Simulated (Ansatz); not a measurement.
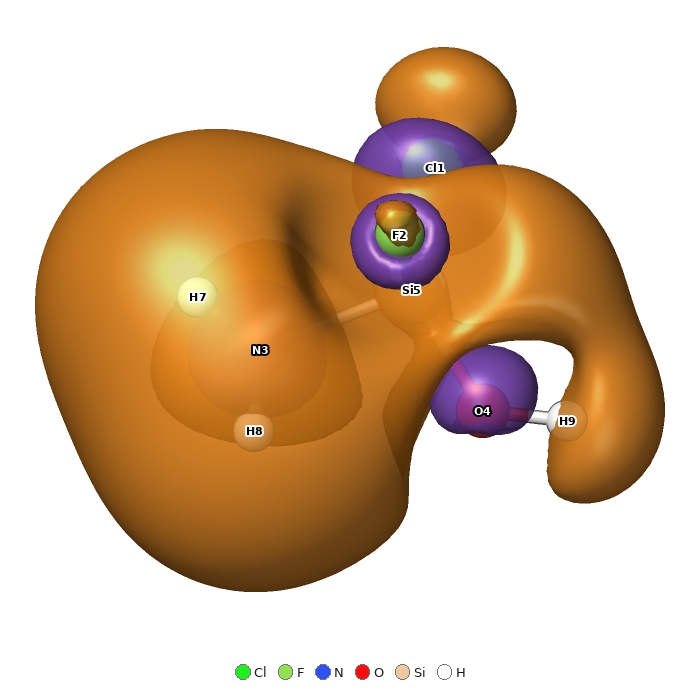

*ClFH₄NOSi (charge +1). The LUMO at ±0.06 Å⁻³ᐟ² (orange and purple are the two phases), seen at a tilt.*

Geometry: r2SCAN-D4/def2-SVP.

Computed with Ansatz 0.2.0, isolated molecule in a Gaussian basis; Kohn-Sham density functional theory, functional PBE0.

The calculation's input:

```
crystal:
  periodic: [false, false, false]
  atoms:
    - {symbol: Cl, position_ang: [-3.348203, 3.000487, 0.721464]}
    - {symbol: F, position_ang: [-1.485334, 2.810757, -1.606343]}
    - {symbol: N, position_ang: [-0.784636, 1.256643, 0.439865]}
    - {symbol: O, position_ang: [-2.816382, 0.511166, -1.074742]}
    - {symbol: Si, position_ang: [-2.246092, 1.910919, -0.538163]}
    - {symbol: H, position_ang: [-1.037093, 0.959279, 1.393394]}
    - {symbol: H, position_ang: [-0.029512, 1.952524, 0.528484]}
    - {symbol: H, position_ang: [-0.384591, 0.431379, -0.033095]}
    - {symbol: H, position_ang: [-3.647280, 0.358879, -1.547541]}
basis:
  gaussian:
    orbitals: def2-TZVPD
total_charge: 1
magnetization:
  spin_polarized: false
hamiltonian:
  xc: pbe0
output: {forces: true, orbitals: {seedname: orbitals}}
```

Launched as:

```sh
ansatz run input.yaml --threads 1 --pin off --max-ram 2610MiB --events-out events.jsonl --progress --plain --runs-dir runs
```

**Where does this orbital lie, and at what energy?**

It lies mainly on Si5 (about 20 %), H6 (about 15 %), H8 (about 15 %), H7 (about 15 %), N3 (about 15 %) and Cl1 (about 10 %). Its energy is −5.35 eV.
